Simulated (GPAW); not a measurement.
# CH5B (SMILES BC) at BP86/real-space grid (scalar-relativistic datasets)

Wanted: energy and one-electron properties of CH5B. The job is set up through an ASE script.

Program for the calculation: GPAW 26.7.0.

5 further runs of the same task are left out: 5 set aside as unsound or not needed. Runs told in other sessions of the task aren't counted.

### Step 1. Starting point

CH5B: 7 atoms, total charge 0, spin state singlet. As SMILES, `BC`. All atoms were displaced at random from a relaxed shape.

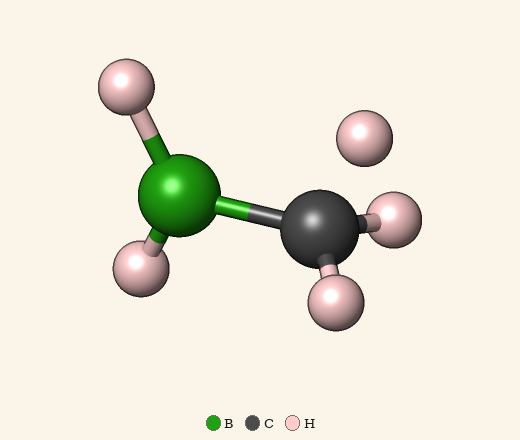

The structure, seen from a chosen angle (boron green, carbon dark grey, hydrogen pink).

### Step 2. Energy and one-electron properties at BP86/real-space grid (scalar-relativistic datasets)

File ch5b.py:

```python
import numpy as np
from ase import Atoms
from ase.dft.wannier import Wannier
from ase.units import Bohr, Debye
from gpaw import GPAW, setup_paths
from gpaw.atom.configurations import parameters
from gpaw.atom.generator import Generator

# Structure
positions_bohr = np.array(
              [[ -0.505460,  -1.575850,   0.040937],
               [  0.621359,   1.154691,  -0.028319],
               [  0.870737,  -2.885139,   0.977117],
               [ -2.596435,  -2.184295,  -1.170209],
               [  0.736124,   2.123483,   1.566598],
               [  2.241707,   1.537260,  -1.273220],
               [ -1.145303,   2.761481,  -1.153678]])
system = Atoms("BCHHHHH", positions=positions_bohr * Bohr)
system.center(vacuum=4.0)

# PAW datasets for this functional
for symbol in ["B", "C", "H"]:
    Generator(symbol, xcname="GGA_X_B88+GGA_C_P86", scalarrel=True, nofiles=True, txt=None).run(**parameters[symbol])
setup_paths.insert(0, ".")

# DFT calculator
calc = GPAW(mode="fd",
            h=0.2,
            xc="GGA_X_B88+GGA_C_P86",
            eigensolver="davidson",
            maxiter=100,
            symmetry="off",
            txt="-")
system.calc = calc

energy = system.get_potential_energy()
print(f"Energy = {energy:.5f} eV")
forces = system.get_forces()
print("Forces (eV/Ang)")
for symbol, f in zip(system.symbols, forces):
    print(f'{symbol:2} {f[0]:9.4f} {f[1]:9.4f} {f[2]:9.4f}')
dipole = system.get_dipole_moment() / Debye
print(f"Dipole = {np.linalg.norm(dipole):.3f} D")

wan = Wannier(6, calc, initialwannier="bloch")
wan.localize()
centres = wan.get_centers()
radii_w = wan.get_radii()
for c, r in zip(centres, radii_w):
    print(f'centre {c[0]:8.3f} {c[1]:8.3f} {c[2]:8.3f}  radius {r:6.3f}')
```

Command:

```console
$ python ch5b.py
```

Output:

```text
[...]
Number of symmetries: 1
[...]
  Number of IBZ points: 1
[...]
Spin-components: 1 (collinear spins)
Bands:           12
[...]
  Valence electrons: 12.0
[...]
  Grid points: [52 56 48]
  Charge: 0.0  # |e|
[...]
    cutoffs:
[...]
occupation numbers:
  # Zero width
[...]
xc functional:
  name: GGA_X_B88+GGA_C_P86 with 2 nearest neighbor stencil
[...]
|iter     |     time |      energy | eigst |  dens |
[...]
|iter:   1| 00:00:02 |  -34.706581 | +1.30 |       |
[...]
|iter:  25| 00:00:29 |  -31.038573c| -7.50c| -6.02c|
Converged in 25 steps
[...]
Energy contributions relative to reference atoms: (reference = -1762.940349)
Energy contributions:
  Kinetic:          29.495043
  Coulomb:         -33.237953
  Zero:              0.103983
  External:          0.000000
  Xc:              -27.399646
  Entropy:           0.000000
  Spinorbit:         0.000000
  ----------------------------
  Free energy:     -31.038573
  Extrapolated:    -31.038573
dipole moment: (0.097843, 0.070357, 0.062355)  # |e|*Ang
Fermi level: -4.922
Eigenvalues  # (at kpt = [0.000, 0.000, 0.000])
| band index |      eig [eV] | occ [0-2] |
|------------|---------------|-----------|
|          0 |       -17.336 |     2.000 |
|          1 |       -12.142 |     2.000 |
|          2 |       -10.454 |     2.000 |
|          3 |        -9.418 |     2.000 |
|          4 |        -8.255 |     2.000 |
|          5 |        -7.167 |     2.000 |
|          6 |        -2.677 |     0.000 |
|          7 |        -0.343 |     0.000 |
|          8 |         0.682 |     0.000 |
|          9 |         0.933 |     0.000 |
|         10 |         1.680 |     0.000 |
|         11 |         1.844 |     0.000 |
Gap: 4.491 eV
Transition (v -> c):
[...]
Forces (eV/Ang)
B    -1.7347    1.4479   -2.1172
C    -4.3620    0.9178   -6.0901
H     0.8582   -2.0486    1.0956
H     1.6872    0.3206    1.2297
H     0.8818    2.0122    4.2985
H     0.1914   -0.3609    0.2491
H     2.4555   -2.2534    1.3770
Dipole = 0.652 D
centre    5.754    6.437    5.243  radius  0.830
centre    5.634    4.145    5.072  radius  0.877
centre    6.266    6.220    4.242  radius  0.880
centre    4.294    4.449    4.240  radius  0.938
centre    5.437    5.526    4.671  radius  0.880
centre    5.099    6.677    4.272  radius  0.995
```

It took 31 s on 1 thread of Intel Xeon Platinum 8259CL at 2.50GHz (Skylake/Cascade Lake), shared host; peak memory 0.36 GiB.

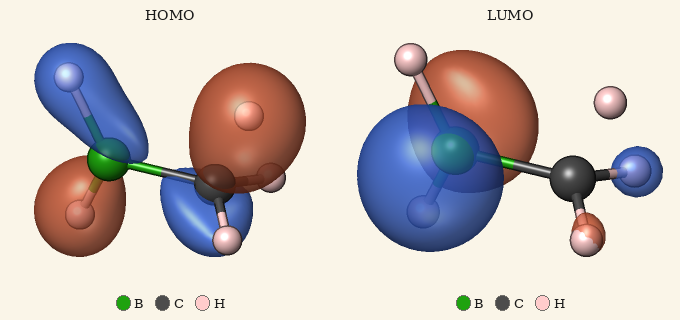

Frontier orbitals of this run, surfaces at ±0.2 Å^-3/2.

### Step 3. Summary of results

Level: BP86/real-space grid (scalar-relativistic datasets).

```
                                              quantity        value
energy as printed (from the program's reference atoms)  -31.0386 eV
                                         dipole moment       0.65 D
                                           HOMO energy     -7.17 eV
                                           LUMO energy     -2.68 eV
                                         HOMO–LUMO gap      4.49 eV
```
